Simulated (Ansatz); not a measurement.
## GaPH$_{3}$Cl$_{3}$: geometry relaxation (part 2 of 2)

GaPH$_{3}$Cl$_{3}$; RKS PBE0-D4/def2-SVP (Ansatz 0.2.0). The input holds or restrains some coordinates. It belongs to a series of runs on one base structure; here: pulled along the bonds that form and break, towards end A.

### Trajectory as extended XYZ (Å, eV, eV/Å), 8 frames, from step=1 to step=8
```
8
Properties=species:S:1:pos:R:3:forces:R:3 step=1 energy=-99242.10463
Ga    0.0000    0.0000    0.0000    0.2517  -2.6274  -0.3555
Cl    0.0000    0.0000    2.5900    0.1245   1.3601  -0.5669
Cl    1.9398    0.0000   -1.1200   -0.8918   0.7455   0.6116
Cl   -1.9398    0.0000   -1.1200    0.9830   0.5402   0.7597
P     0.1083   -2.4555    0.8167    0.4007   1.1391  -0.5451
H    -0.6601   -3.2775   -0.0496    0.1206  -0.1993   0.3566
H     1.4579   -2.8970    0.8134   -0.2037  -0.1660  -0.4768
H     0.0645   -1.4640    2.0875   -0.7851  -0.7922   0.2165
8
Properties=species:S:1:pos:R:3:forces:R:3 step=2 energy=-99241.81645
Ga   -0.0042    0.1614    0.0296    0.2675  -2.5284   0.5040
Cl   -0.0059    0.1852    2.5392    0.0454   0.8772  -1.6020
Cl    1.9276    0.0122   -1.1114   -1.0849   0.6855   0.7234
Cl   -1.9279    0.0095   -1.1102    1.0619   0.5358   0.7842
P     0.1131   -2.6172    0.8904    0.8340   1.9296   0.0358
H    -0.6644   -3.2910   -0.0526   -0.3558  -0.2401   0.2926
H     1.4701   -2.9073    0.8071    0.2479  -0.4292  -0.4267
H     0.0621   -1.6469    2.0260   -1.0160  -0.8305  -0.3113
8
Properties=species:S:1:pos:R:3:forces:R:3 step=3 energy=-99241.90540
Ga   -0.0069    0.2850    0.0715    0.2415  -2.0957   0.5097
Cl   -0.0104    0.3652    2.4647   -0.0060   0.6780  -1.9592
Cl    1.9089    0.0220   -1.0985   -1.2408   0.6598   0.8427
Cl   -1.9104    0.0174   -1.0972    1.1764   0.5367   0.8642
P     0.1318   -2.7423    0.9320    0.6520   0.5810   0.3208
H    -0.6738   -3.2942   -0.0501   -0.4658   0.1234   0.0340
H     1.4819   -2.9165    0.7998    0.7375  -0.3850  -0.5955
H     0.0495   -1.8307    1.9959   -1.0948  -0.0983  -0.0168
8
Properties=species:S:1:pos:R:3:forces:R:3 step=4 energy=-99242.38516
Ga   -0.0076    0.3688    0.0971    0.1824  -1.6193   0.0804
Cl   -0.0105    0.5216    2.3484   -0.0168   0.4640  -1.4377
Cl    1.8668    0.0471   -1.0676   -1.0500   0.5686   0.7539
Cl   -1.8707    0.0378   -1.0669    0.9792   0.4824   0.7504
P     0.1579   -2.8997    0.9854    0.3773  -0.9354   1.0754
H    -0.6890   -3.2774   -0.0579   -0.1271   0.7054  -0.1100
H     1.5171   -2.9281    0.7689    0.4766   0.0344  -0.7335
H     0.0067   -1.9642    2.0106   -0.8217   0.2998  -0.3789
8
Properties=species:S:1:pos:R:3:forces:R:3 step=5 energy=-99243.28959
Ga   -0.0002    0.2931    0.0941    0.0308  -0.6595   0.5508
Cl   -0.0063    0.5944    2.2797   -0.0075   0.2326  -1.0357
Cl    1.8202    0.0704   -1.0291   -0.2633   0.2375   0.2872
Cl   -1.8223    0.0527   -1.0256    0.2874   0.1978   0.3109
P     0.1788   -3.0647    1.0878    0.1356  -1.5553   1.0241
H    -0.6726   -3.1765   -0.0630    0.4328   1.0060   0.2592
H     1.5319   -2.8927    0.6979   -0.3637   0.4247  -0.4546
H    -0.0589   -1.9706    1.9761   -0.2520   0.1162  -0.9419
8
Properties=species:S:1:pos:R:3:forces:R:3 step=6 energy=-99243.89354
Ga    0.0030    0.1469    0.1106    0.0003   0.0515   0.8828
Cl   -0.0057    0.6305    2.2597   -0.0024  -0.0197  -0.9804
Cl    1.8317    0.0721   -0.9744   -0.0223   0.0088   0.0909
Cl   -1.8279    0.0157   -0.9679    0.0500  -0.0076   0.1001
P     0.1666   -3.1867    1.1859    0.1116  -0.3779   0.2417
H    -0.5690   -3.0112   -0.0189   -0.0501   0.2755  -0.0396
H     1.4353   -2.8512    0.6360    0.0043   0.0995  -0.0885
H    -0.0633   -1.9102    1.7870   -0.0914  -0.0299  -0.2070
8
Properties=species:S:1:pos:R:3:forces:R:3 step=7 energy=-99243.91524
Ga    0.0179    0.1401    0.1187   -0.0131   0.0286   1.1518
Cl   -0.0723    0.6613    2.2603    0.0344  -0.0111  -0.9905
Cl    1.8996    0.0510   -0.8521    0.0624   0.0428  -0.0411
Cl   -1.7909   -0.1037   -0.9555   -0.0759   0.0202  -0.0599
P     0.2013   -3.1706    1.1946   -0.0355  -0.1127  -0.2756
H    -0.6810   -2.9870    0.0742    0.1252   0.0316   0.1663
H     1.3792   -2.8290    0.4590   -0.0659   0.0097   0.0179
H     0.0168   -1.8561    1.7188   -0.0315  -0.0091   0.0311
8
Properties=species:S:1:pos:R:3:forces:R:3 step=8 energy=-99243.92211
Ga    0.0063    0.1239    0.1051   -0.0276   0.0501   1.0914
Cl   -0.0835    0.6400    2.2471    0.0278  -0.0184  -0.9825
Cl    1.8894    0.0603   -0.8691    0.0274   0.0259  -0.0207
Cl   -1.8039   -0.1010   -0.9787   -0.0195   0.0150  -0.0202
P     0.1861   -3.1832    1.1851   -0.0096  -0.0685  -0.1831
H    -0.6653   -2.8844    0.0728    0.0320  -0.0001   0.0566
H     1.3870   -2.8602    0.4822   -0.0276   0.0225   0.0069
H     0.0545   -1.8895    1.7733   -0.0030  -0.0265   0.0517
```

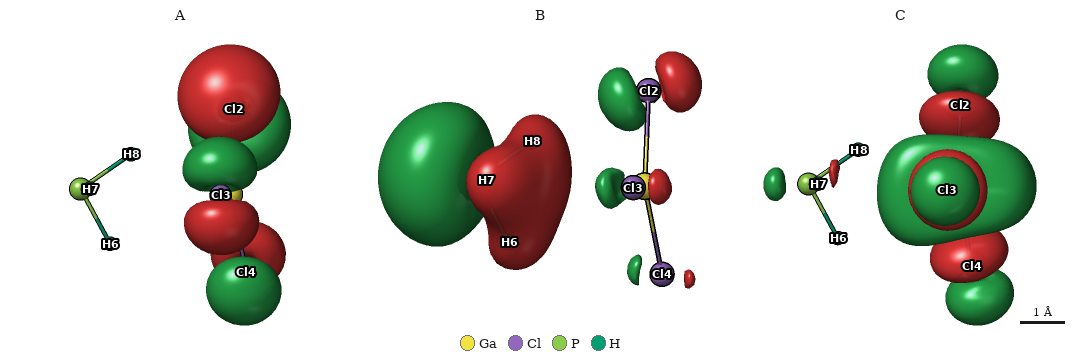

**Figure 1.** Three frontier orbitals at ±0.1 Å⁻³ᐟ² (green and red are the two phases). A is the HOMO−1 (−9.22 eV). B is the HOMO (−8.25 eV). C is the LUMO (−2.04 eV). Its weight (Hirshfeld) is mainly on Ga1 (40 %), Cl2 (20 %), Cl3 (15 %) and Cl4 (15 %). The HOMO–LUMO gap is 6.21 eV between the orbital energies.

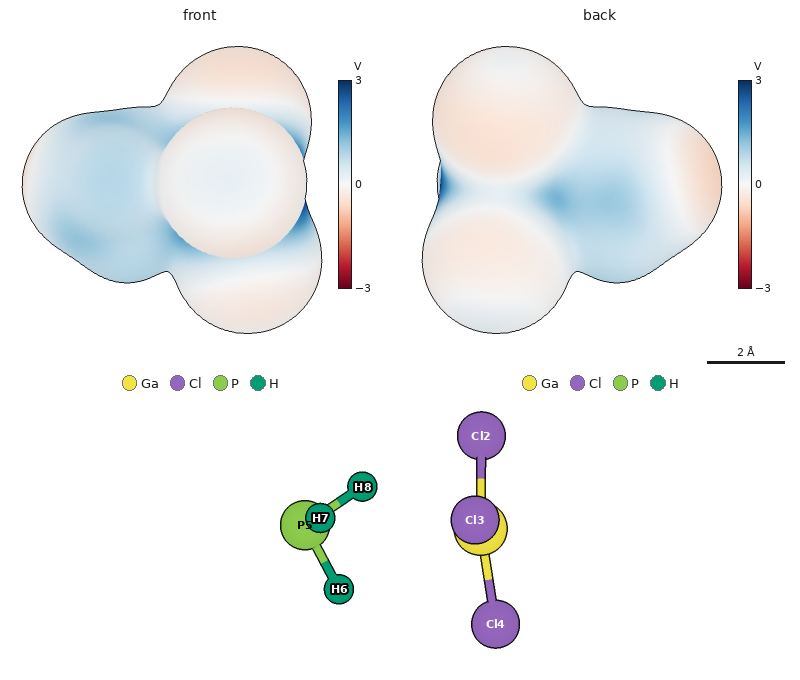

**Figure 2.** The electrostatic potential painted on the density surface at 0.002 e/bohr³, seen face on and from behind; red is negative and blue positive. The bare structure is drawn below in the same view.

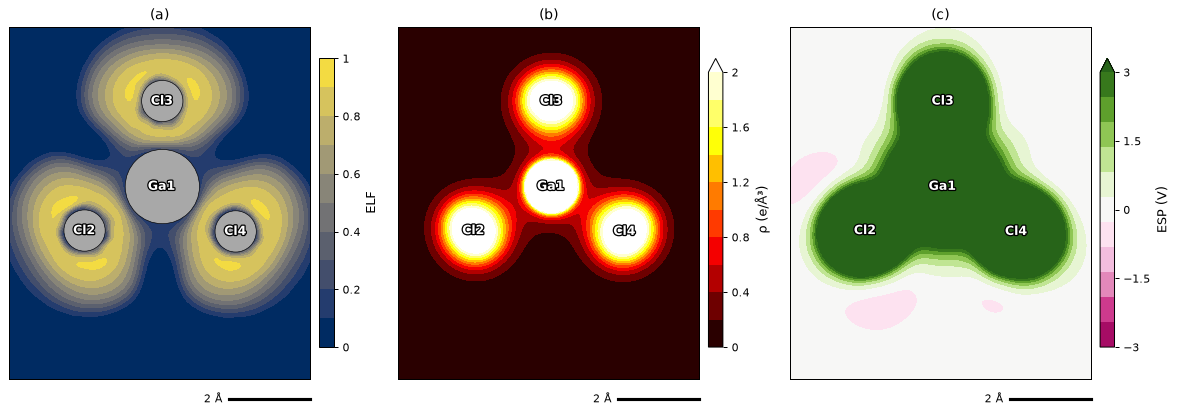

**Figure 3.** (a) electron localisation function; (b) electron density; (c) electrostatic potential on the plane of atoms Cl2, Ga1 and Cl4. Grey discs, where drawn, cover atomic cores. Ga–Cl (2.12 Å): ρ is about 0.72 e/Å³ halfway; the ELF peaks at about 0.85 in the valence shell of Cl, 0.8 Å from its nucleus, and is about 0.55 at the midpoint. Ga–Cl (2.21 Å): ρ is about 0.62 e/Å³ halfway; the ELF peaks at about 0.85 in the valence shell of Cl, 0.9 Å from its nucleus, and is about 0.55 at the midpoint.

This output came from the following input.

### The input
```yaml
crystal:
  periodic: [false, false, false]
  atoms:
    - { symbol: Ga, position_ang: [0.0, 0.0, 0.0] }
    - { symbol: Cl, position_ang: [0.0, 0.0, 2.59] }
    - { symbol: Cl, position_ang: [1.9398, 0.0, -1.12] }
    - { symbol: Cl, position_ang: [-1.9398, 0.0, -1.12] }
    - { symbol: P, position_ang: [0.1083, -2.4555, 0.8167] }
    - { symbol: H, position_ang: [-0.6601, -3.2775, -0.0496] }
    - { symbol: H, position_ang: [1.4579, -2.897, 0.8134] }
    - { symbol: H, position_ang: [0.0645, -1.464, 2.0875] }
basis:
  gaussian: { orbitals: def2-SVP }
hamiltonian:
  xc: pbe0
  dispersion: d4
relax:
  f_tol: 0.15
  max_steps: 25
  restrain:
    - { distance: [0, 4], at: 3.49, k: 30.0 }
    - { distance: [7, 1], at: 2.57, k: 30.0 }
    - { distance: [0, 1], at: 2.24, k: 30.0 }
    - { distance: [7, 4], at: 1.42, k: 30.0 }
output:
  orbitals: {}
```

Launch command:
```bash
ansatz run input.yaml --threads 4 --pin off --max-ram 5120MiB --backend cpu --events-out ev --progress --plain --runs-dir out
```

### Results in brief

- outcome: converged under the restraints of the input
- total energy: −99243.9221 eV
- mean-field energy: −99243.6609 eV
- largest force (length of the vector) at the end, held atoms and coordinates included: 1.093 eV/Å
- hardware: 4 threads of Arm Neoverse V1, 24 GiB of memory available, shared host
- wall time: 20 s (CPU time 73 s)
- peak memory: 0.35 GiB
